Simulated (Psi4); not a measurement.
Energy and gradient calculation of SnH2ClO2

SnH2ClO2, multiplicity 2, computed with r2SCAN/def2-SVPD, UKS, core potentials def2 (Psi4 1.11).

The geometry comes from this level: PBE0-D4/def2-TZVP.

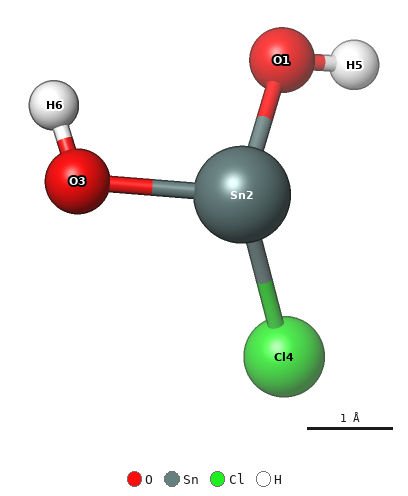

The structure (ball-and-stick view, seen at a tilt; atoms are numbered from 1 in the order of the input). Sticks mark near contacts. Bond lengths as drawn: Cl–Sn 2.35 Å, H–O 0.96 Å and O–Sn 1.96 to 1.97 Å.

Summary

- outcome: converged
- total energy: −825.942571 hartree
- basis functions: 121
- largest force: 1.033 eV/Å
- ⟨S²⟩: 0.754
- dipole moment: 2.45 D
- hardware: 1 thread of AMD EPYC (Zen 3), 16 GiB of memory available, shared host
- wall time: 47 s
- peak memory: 1.2 GiB

The input (job.py)
```python
import psi4

psi4.set_memory(1600000000)
psi4.set_num_threads(1)
psi4.set_output_file('clh2o2sn.out', False)

mol = psi4.geometry("""
0 2
O     -0.447400     1.400500    -0.158300
Sn     0.371800    -0.318200    -0.659700
O      1.256500    -0.847900     1.007700
Cl    -1.328200    -1.877100    -1.106600
H     -1.182700     1.666400    -0.718500
H      1.372100    -0.087800     1.589200
units angstrom
symmetry c1
""")

psi4.set_options(dict(basis='def2-SVPD', reference='uks', scf_type='df'))

result, w = psi4.gradient("r2scan", molecule=mol, return_wfn=True)
print('gradient / Eh bohr^-1')
print(result.np.round(6))
print(f'energy = {w.energy():.10f} Eh')
```

Launched with:
```bash
python job.py
```

What the program printed
```
Psi4 1.11 release

gradient() will perform analytic gradient computation.

   => Loading Basis Set <=

    Name: DEF2-SVPD
    Role: ORBITAL
    Keyword: BASIS

    !!!  WARNING: ECP capability is in beta. Please check occupations closely.  !!!

         ---------------------------------------------------------
                                   SCF
                              UKS Reference
                        1 Threads,   1525 MiB Core
         ---------------------------------------------------------

  ==> Geometry <==

    Molecular point group: c1
    Full point group: C1

    Geometry (in Angstrom), charge = 0, multiplicity = 2:

       Center              X                  Y                   Z               Mass
    ------------   -----------------  -----------------  -----------------  -----------------
         O           -0.507049421227     1.894807946711     0.388789779136    15.994914619570
         SN           0.312150578773     0.176107946711    -0.112610220864   119.902201630000
         O            1.196850578773    -0.353592053289     1.554789779136    15.994914619570
         CL          -1.387849421227    -1.382792053289    -0.559510220864    34.968852682000
         H           -1.242349421227     2.160707946711    -0.171410220864     1.007825032230
         H            1.312450578773     0.406507946711     2.136289779136     1.007825032230

  Running in c1 symmetry.

  Rotational constants: A =      0.15770  B =      0.07637  C =      0.06081 [cm^-1]
  Rotational constants: A =   4727.69285  B =   2289.54357  C =   1823.17338 [MHz]
  Nuclear repulsion =  256.603148415413614

  Charge       = 0
  Multiplicity = 2
  Electrons    = 57
  Nalpha       = 29
  Nbeta        = 28

  ==> Algorithm <==

  SCF Algorithm Type is DF.
  DIIS enabled.
  MOM disabled.
  Fractional occupation disabled.
  Guess Type is SAD.
  Energy threshold   = 1.00e-08
  Density threshold  = 1.00e-08
  Integral threshold = 1.00e-12

  ==> Primary Basis <==

  Basis Set: DEF2-SVPD
    Blend: DEF2-SVPD
    Number of shells: 49
    Number of basis functions: 121
    Number of Cartesian functions: 130
    Spherical Harmonics?: true
    Max angular momentum: 2

  Core potential: DEF2-SVPD
    Number of shells: 4
    Number of ECP primitives: 18
    Number of ECP core electrons: 28
    Max angular momentum: 3

  ==> DFT Potential <==

   => LibXC <=

    Version 7.1.2

   => Composite Functional: R2SCAN <=

    r2SCAN Meta-GGA XC Functional  (0.1021/acs.jpclett.0c02405)

    Deriv               =              1
    GGA                 =           TRUE
    Meta                =           TRUE

    Exchange Hybrid     =          FALSE
    MP2 Hybrid          =          FALSE

   => Exchange Functionals <=

    1.0000   XC_MGGA_X_R2SCAN

   => Correlation Functionals <=

    1.0000   XC_MGGA_C_R2SCAN

   => LibXC Density Thresholds  <==

    XC_MGGA_C_R2SCAN:  1.00E-15
    XC_MGGA_X_R2SCAN:  1.00E-11

   => Molecular Quadrature <=

    Radial Scheme          =       TREUTLER
    Pruning Scheme         =           NONE
    Nuclear Scheme         =       TREUTLER

    Blocking Scheme        =         OCTREE
    BS radius alpha        =              1
    Pruning alpha          =              1
    Radial Points          =             75
    Spherical Points       =            302
    Total Points           =         131049
    Total Blocks           =           1058
    Max Points             =            256
    Max Functions          =            119
    Weights Tolerance      =       1.00E-15

   => Loading Basis Set <=

    Name: (DEF2-SVPD AUX)
    Role: JKFIT
    Keyword: DF_BASIS_SCF

  ==> Integral Setup <==

  DFHelper Memory: AOs need 0.063 GiB; user supplied 0.192 GiB.
  SCF_SUBTYPE=INCORE selected. In-core MEM_DF algorithm will be used.
  Using in-core AOs.

  ==> MemDFJK: Density-Fitted J/K Matrices <==

    J tasked:                   Yes
    K tasked:                    No
    wK tasked:                   No
    Memory [MiB]:               197
    Algorithm:                 Core
    Schwarz Cutoff:           1E-12
    Mask sparsity (%):       1.9671
    Fitting Condition:        1E-10

   => Auxiliary Basis Set <=

  Basis Set: (DEF2-SVPD AUX)
    Blend: DEF2-UNIVERSAL-JKFIT
    Number of shells: 146
    Number of basis functions: 536
    Number of Cartesian functions: 690
    Spherical Harmonics?: true
    Max angular momentum: 5

  Cached 100.0% of DFT collocation blocks in 0.925 [GiB].

  Minimum eigenvalue in the overlap matrix is 6.6493119771E-04.
  Reciprocal condition number of the overlap matrix is 9.3496166804E-05.
    Using symmetric orthogonalization.

  ==> Pre-Iterations <==

  SCF Guess: Superposition of Atomic Densities via on-the-fly atomic UHF (no occupation information).

   -------------------------
    Irrep   Nso     Nmo
   -------------------------
     A        121     121
   -------------------------
    Total     121     121
   -------------------------

  ==> Iterations <==

                           Total Energy        Delta E     RMS |[F,P]|

   @DF-UKS iter SAD:  -824.48270246211484   -8.24483e+02   0.00000e+00
   @DF-UKS iter   1:  -825.24681749940180   -7.64115e-01   1.01191e-02 ADIIS/DIIS
   @DF-UKS iter   2:  -819.48980960033043    5.75701e+00   2.54732e-02 ADIIS/DIIS
   @DF-UKS iter   3:  -825.86294640082656   -6.37314e+00   3.10644e-03 ADIIS/DIIS
   @DF-UKS iter   4:  -825.90167647117084   -3.87301e-02   2.30073e-03 ADIIS/DIIS
   @DF-UKS iter   5:  -825.93847961560630   -3.68031e-02   6.27996e-04 ADIIS/DIIS
   @DF-UKS iter   6:  -825.94217006850397   -3.69045e-03   2.35751e-04 ADIIS/DIIS
   @DF-UKS iter   7:  -825.94223185998976   -6.17915e-05   2.27506e-04 ADIIS/DIIS
   @DF-UKS iter   8:  -825.94256068543484   -3.28825e-04   3.45053e-05 DIIS
   @DF-UKS iter   9:  -825.94256973899223   -9.05356e-06   8.92795e-06 DIIS
   @DF-UKS iter  10:  -825.94257051976217   -7.80770e-07   2.35850e-06 DIIS
   @DF-UKS iter  11:  -825.94257058518565   -6.54235e-08   8.41506e-07 DIIS
   @DF-UKS iter  12:  -825.94257059364497   -8.45932e-09   2.71082e-07 DIIS
   @DF-UKS iter  13:  -825.94257059456663   -9.21659e-10   1.06556e-07 DIIS
   @DF-UKS iter  14:  -825.94257059471124   -1.44610e-10   3.16107e-08 DIIS
   @DF-UKS iter  15:  -825.94257059471727   -6.02540e-12   1.88724e-08 DIIS
   @DF-UKS iter  16:  -825.94257059472056   -3.29692e-12   4.54813e-09 DIIS
  Energy and wave function converged.

  ==> Post-Iterations <==

   Electrons on quadrature grid:
      Nalpha   =   29.0000029348 ; deviation = 2.935e-06
      Nbeta    =   28.0000038118 ; deviation = 3.812e-06
      Ntotal   =   57.0000067466 ; deviation = 6.747e-06

   @Spin Contamination Metric:   4.479713702E-03
   @S^2 Expected:                7.500000000E-01
   @S^2 Observed:                7.544797137E-01
   @S   Expected:                5.000000000E-01
   @S   Observed:                5.000000000E-01

    Orbital Energies [Eh]
    ---------------------

    Alpha Occupied:

       1A   -101.178744     2A    -18.991794     3A    -18.988970
       4A     -9.374922     5A     -7.124648     6A     -7.117031
       7A     -7.116778     8A     -5.093070     9A     -3.434092
      10A     -3.431955    11A     -3.431091    12A     -1.042861
      13A     -1.033925    14A     -1.021973    15A     -1.019181
      16A     -1.018484    17A     -0.946143    18A     -0.923016
      19A     -0.775311    20A     -0.518106    21A     -0.464294
      22A     -0.410570    23A     -0.350815    24A     -0.340318
      25A     -0.330026    26A     -0.307804    27A     -0.301194
      28A     -0.296306    29A     -0.239297

    Alpha Virtual:

      30A     -0.033253    31A     -0.030695    32A     -0.021853
      33A      0.023903    34A      0.060184    35A      0.074355
      36A      0.098334    37A      0.102933    38A      0.104847
      39A      0.109486    40A      0.125672    41A      0.127347
      42A      0.139251    43A      0.151011    44A      0.158057
      45A      0.173530    46A      0.184256    47A      0.206075
      48A      0.211128    49A      0.216748    50A      0.239011
      51A      0.245518    52A      0.260604    53A      0.274313
      54A      0.290719    55A      0.298806    56A      0.307624
      57A      0.340235    58A      0.345377    59A      0.347356
      60A      0.353009    61A      0.354543    62A      0.376434
      63A      0.411305    64A      0.418922    65A      0.427852
      66A      0.442121    67A      0.467544    68A      0.479000
      69A      0.502533    70A      0.536593    71A      0.550231
      72A      0.581259    73A      0.603966    74A      0.628276
      75A      0.642728    76A      0.668210    77A      0.680726
      78A      0.706291    79A      0.717369    80A      0.745494
      81A      0.786157    82A      0.810987    83A      0.859360
      84A      0.965604    85A      0.984735    86A      1.011285
      87A      1.025058    88A      1.040342    89A      1.077868
      90A      1.098298    91A      1.111340    92A      1.131787
      93A      1.211694    94A      1.224277    95A      1.333132
      96A      1.388225    97A      1.448522    98A      1.597274
      99A      1.613423   100A      1.696160   101A      1.739363
     102A      1.820897   103A      1.825167   104A      1.989724
     105A      2.006403   106A      2.327916   107A      2.335259
     108A      2.829871   109A      2.835112   110A      2.854545
     111A      2.889690   112A      3.022661   113A      3.026593
     114A      3.040131   115A      3.042287   116A      3.922564
     117A      3.932276   118A     14.946880   119A     15.962672
     120A     15.989888   121A     52.397004

    Beta Occupied:

       1A   -101.177171     2A    -18.986726     3A    -18.983939
       4A     -9.374131     5A     -7.121580     6A     -7.116012
       7A     -7.115913     8A     -5.091399     9A     -3.432478
      10A     -3.430250    11A     -3.429488    12A     -1.038522
      13A     -1.029909    14A     -1.017826    15A     -1.015702
      16A     -1.014493    17A     -0.936674    18A     -0.913556
      19A     -0.766943    20A     -0.507672    21A     -0.458544
      22A     -0.399792    23A     -0.336373    24A     -0.327135
      25A     -0.320571    26A     -0.300910    27A     -0.296895
      28A     -0.291057

    Beta Virtual:

      29A     -0.186099    30A     -0.016870    31A     -0.013557
      32A     -0.007944    33A      0.024964    34A      0.064798
      35A      0.072474    36A      0.096548    37A      0.101417
      38A      0.105073    39A      0.108472    40A      0.125657
      41A      0.125985    42A      0.139682    43A      0.152113
      44A      0.156821    45A      0.172948    46A      0.179669
      47A      0.204199    48A      0.209845    49A      0.217582
      50A      0.235663    51A      0.241989    52A      0.261019
      53A      0.274174    54A      0.292117    55A      0.301619
      56A      0.307712    57A      0.337199    58A      0.342599
      59A      0.347803    60A      0.349620    61A      0.354258
      62A      0.376907    63A      0.413760    64A      0.419758
      65A      0.426751    66A      0.443831    67A      0.474215
      68A      0.480556    69A      0.503700    70A      0.541568
      71A      0.553270    72A      0.583685    73A      0.609139
      74A      0.630479    75A      0.650400    76A      0.673600
      77A      0.688213    78A      0.717037    79A      0.723671
      80A      0.751834    81A      0.789821    82A      0.818274
      83A      0.866800    84A      0.968160    85A      0.990538
      86A      1.019359    87A      1.033709    88A      1.045928
      89A      1.082154    90A      1.104990    91A      1.117338
      92A      1.135007    93A      1.219318    94A      1.232959
      95A      1.338439    96A      1.397462    97A      1.456929
      98A      1.609528    99A      1.622134   100A      1.703622
     101A      1.745099   102A      1.822161   103A      1.826528
     104A      1.990754   105A      2.009325   106A      2.330940
     107A      2.339061   108A      2.847373   109A      2.852152
     110A      2.871266   111A      2.906101   112A      3.039454
     113A      3.040392   114A      3.044140   115A      3.049059
     116A      3.927521   117A      3.938108   118A     14.950478
     119A     15.963884   120A     15.991057   121A     52.396189

    Final Occupation by Irrep:
              A
    DOCC [    28 ]
    SOCC [     1 ]
    NA   [    29 ]
    NB   [    28 ]

  @DF-UKS Final Energy:  -825.94257059472056

   => Energetics <=

    Nuclear Repulsion Energy =            256.6031484154136137
    One-Electron Energy =               -1731.4241342341983909
    Two-Electron Energy =                 713.1214750938440829
    DFT Exchange-Correlation Energy =     -64.2430598697799553
    Empirical Dispersion Energy =           0.0000000000000000
    VV10 Nonlocal Energy =                  0.0000000000000000
    Total Energy =                       -825.9425705947205643

  UHF NO Occupations:
  HONO-2 :   27  A 1.9996215
  HONO-1 :   28  A 1.9986653
  HONO-0 :   29  A 1.0000000
  LUNO+0 :   30  A 0.0013347
  LUNO+1 :   31  A 0.0003785
  LUNO+2 :   32  A 0.0002401
  LUNO+3 :   33  A 0.0000857

Computation Completed

Properties will be evaluated at   0.000000,   0.000000,   0.000000 [a0]

Properties computed using the SCF density matrix

 Multipole Moments:

 ------------------------------------------------------------------------------------
     Multipole            Electronic (a.u.)      Nuclear  (a.u.)        Total (a.u.)
 ------------------------------------------------------------------------------------

 L = 1.  Multiply by 2.5417464519 to convert [e a0] to [Debye]
 Dipole X            :         21.3482123          -21.0470458            0.3011665
 Dipole Y            :          9.7351181           -8.9500208            0.7850973
 Dipole Z            :        -10.9081975           10.4396359           -0.4685616
 Magnitude           :                                                    0.9626158

 ------------------------------------------------------------------------------------

	total time  =         39 seconds =       0.65 minutes

         ------------------------------------------------------------
                                   SCF GRAD
         ------------------------------------------------------------

  ==> Geometry <==

    Molecular point group: c1
    Full point group: C1

    Geometry (in Angstrom), charge = 0, multiplicity = 2:

       Center              X                  Y                   Z               Mass
    ------------   -----------------  -----------------  -----------------  -----------------
         O           -0.507049421227     1.894807946711     0.388789779136    15.994914619570
         SN           0.312150578773     0.176107946711    -0.112610220864   119.902201630000
         O            1.196850578773    -0.353592053289     1.554789779136    15.994914619570
         CL          -1.387849421227    -1.382792053289    -0.559510220864    34.968852682000
         H           -1.242349421227     2.160707946711    -0.171410220864     1.007825032230
         H            1.312450578773     0.406507946711     2.136289779136     1.007825032230

  Nuclear repulsion =  256.603148415413614

  ==> Basis Set <==

  Basis Set: DEF2-SVPD
    Blend: DEF2-SVPD
    Number of shells: 49
    Number of basis functions: 121
    Number of Cartesian functions: 130
    Spherical Harmonics?: true
    Max angular momentum: 2

  Core potential: DEF2-SVPD
    Number of shells: 4
    Number of ECP primitives: 18
    Number of ECP core electrons: 28
    Max angular momentum: 3

  ==> DFJKGrad: Density-Fitted SCF Gradients <==

    Gradient:                    1
    J tasked:                  Yes
    K tasked:                   No
    wK tasked:                  No
    Integrals threads:           1
    Memory [MiB]:             1144
    Schwarz Cutoff:          1E-12
    Fitting Condition:       1E-10

   => Auxiliary Basis Set <=

  Basis Set: (DEF2-SVPD AUX)
    Blend: DEF2-UNIVERSAL-JKFIT
    Number of shells: 146
    Number of basis functions: 536
    Number of Cartesian functions: 690
    Spherical Harmonics?: true
    Max angular momentum: 5

  ==> DFT Potential <==

   => LibXC <=

    Version 7.1.2

   => Composite Functional: R2SCAN <=

    r2SCAN Meta-GGA XC Functional  (0.1021/acs.jpclett.0c02405)

    Deriv               =              1
    GGA                 =           TRUE
    Meta                =           TRUE

    Exchange Hybrid     =          FALSE
    MP2 Hybrid          =          FALSE

   => Exchange Functionals <=

    1.0000   XC_MGGA_X_R2SCAN

   => Correlation Functionals <=

    1.0000   XC_MGGA_C_R2SCAN

   => LibXC Density Thresholds  <==

    XC_MGGA_C_R2SCAN:  1.00E-15
    XC_MGGA_X_R2SCAN:  1.00E-11

   => Molecular Quadrature <=

    Radial Scheme          =       TREUTLER
    Pruning Scheme         =           NONE
    Nuclear Scheme         =       TREUTLER

    Blocking Scheme        =         OCTREE
    BS radius alpha        =              1
    Pruning alpha          =              1
    Radial Points          =             75
    Spherical Points       =            302
    Total Points           =         131049
    Total Blocks           =           1058
    Max Points             =            256
    Max Functions          =            119
    Weights Tolerance      =       1.00E-15

  -Total Gradient:
     Atom            X                  Y                   Z
    ------   -----------------  -----------------  -----------------
       1        0.003201796357    -0.011019096392    -0.006909438627
       2       -0.009107988374     0.002136062227     0.017777445095
       3       -0.005518694670     0.006872616050    -0.011015078472
       4        0.008994209727     0.008317747664     0.002112835787
       5        0.004098880278    -0.002649382721     0.002676642095
       6       -0.001301738757    -0.003856377269    -0.003941648504

	total time  =          6 seconds =       0.10 minutes
```

Standard output
```
gradient / Eh bohr^-1
[[ 0.003202 -0.011019 -0.006909]
 [-0.009108  0.002136  0.017777]
 [-0.005519  0.006873 -0.011015]
 [ 0.008994  0.008318  0.002113]
 [ 0.004099 -0.002649  0.002677]
 [-0.001302 -0.003856 -0.003942]]
energy = -825.9425705947 Eh
```
